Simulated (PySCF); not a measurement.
## A study: C$_{3}$H$_{2}$BrF, SMILES `FC1(Br)C=C1`

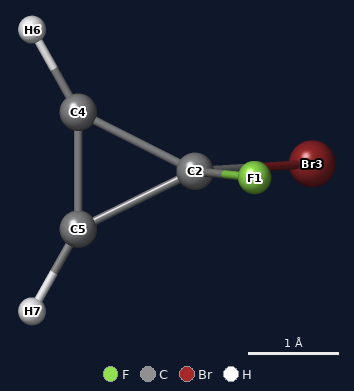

The molecule, with its atoms numbered as below. No frequency check shows the geometry to be a minimum.

Coordinates in Å:

```
F1       1.0162    1.5362   -0.0003
C2       0.8020    0.1901    0.0003
Br3     -1.1221   -0.1202    0.0000
C4       1.7539   -0.7176    0.6567
C5       1.7537   -0.7180   -0.6567
H6       2.1352   -1.0719    1.5830
H7       2.1346   -1.0730   -1.5829
```

### 1. Bonding charge

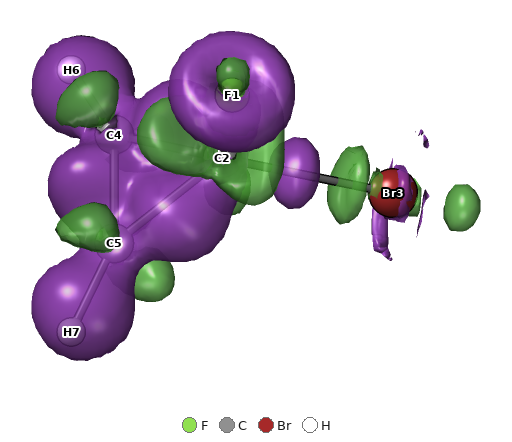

Deformation density (molecule less spherical, spin-averaged free atoms at the same positions), surfaces at ±0.1 e/Å³; purple: gain, green: loss.

PySCF calculation, B3LYP/def2-TZVP, gas phase; geometry: GFN2-xTB.

**Describe the bonding that the map shows.**

C4–H6 and C5–H7: +0.80 e/Å³ at the bond critical point (bond length 1.06 Å, Mayer order 0.9). C4–C5: +0.68 e/Å³ at the bond critical point (bond length 1.31 Å, Mayer order 1.8). C2–C4 and C2–C5: +0.42 e/Å³ at the bond critical point (bond length 1.47 Å, Mayer order 1.0). C2–Br3: +0.20 e/Å³ at the bond critical point (bond length 1.95 Å, Mayer order 1.0). F1–C2: +0.03 e/Å³ at the bond critical point (bond length 1.36 Å, Mayer order 1.0); up to 0.6 Å beside the axis the gain reaches +0.28 e/Å³. In all, 1.7 electrons gather in the regions of gain relative to the promolecule. A small or negative value marks a very polar bond, one between electron-rich atoms, whose free-atom densities already overlap strongly, a long bond to a heavier atom, or a closed-shell contact such as a hydrogen bond.

### 2. Bond critical points

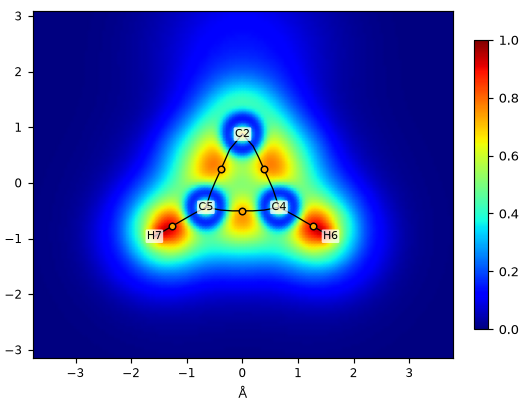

Localised orbital locator (LOL) in the plane of C2, C4, C5, H6 and H7, with bond paths and bond critical points (dots).

**What values does LOL take at the bond critical points in this plane?**

C4–H6 and C5–H7: about 0.91; C4–C5: about 0.73; C2–C4 and C2–C5: about 0.73. Values above 0.5 mark slow, localised electrons, as in shared pairs; low values at a critical point mark a polar or closed-shell contact whose critical point lies between the shells.

**Where along C4–H6 does the critical point lie?**

0.70 Å from C4 and 0.36 Å from H6.

### 3. Local ionisation energy

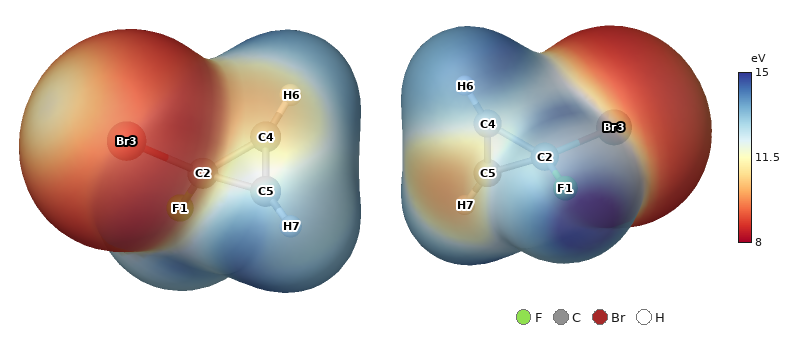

Average local ionisation energy on the surface of electron density 0.001 a.u. (back view left, front view right).

**Where are the most loosely bound electrons on this surface?**

The lowest value is 8.6 eV, 2.3 Å from Br3, and at like points elsewhere. Further minima include 10.0 eV, off the C4–C5 bond (2.1 Å from its atoms). For comparison, the highest occupied orbital lies at −7.6 eV.

### 4. Magnetic shielding

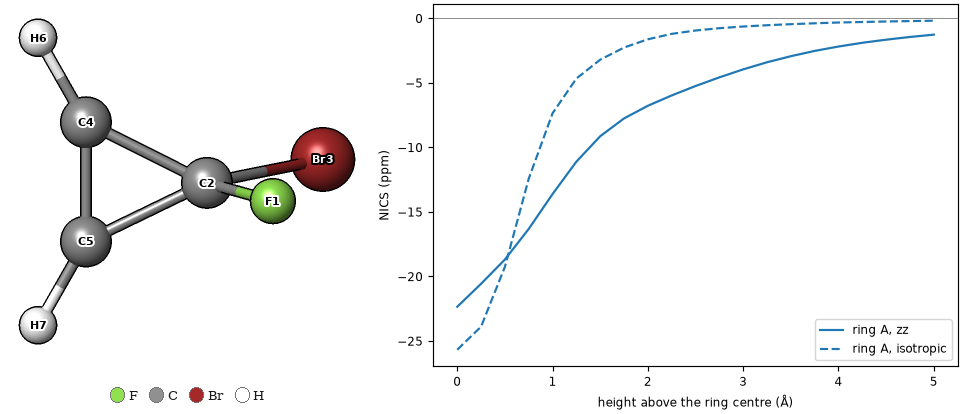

GIAO NICS scans along the ring normals; ring A: 3-membered ring C2/C4/C5.

PySCF calculation, PBE/def2-SVP, gas phase; geometry: GFN2-xTB.

**Read the scans.**

Ring A is shielded above its centre; in a three-membered ring σ bonds weigh heavily, so the values alone don't measure π aromaticity: NICSzz reaches −22.4 ppm at 0.00 Å; NICS(0) = −25.7, NICS(1) = −7.4 and −7.5, NICS(1)zz = −13.6 and −14.4 (two faces) ppm.

**What absolute proton shieldings does the same calculation give?**

23.6 ppm for all of them.
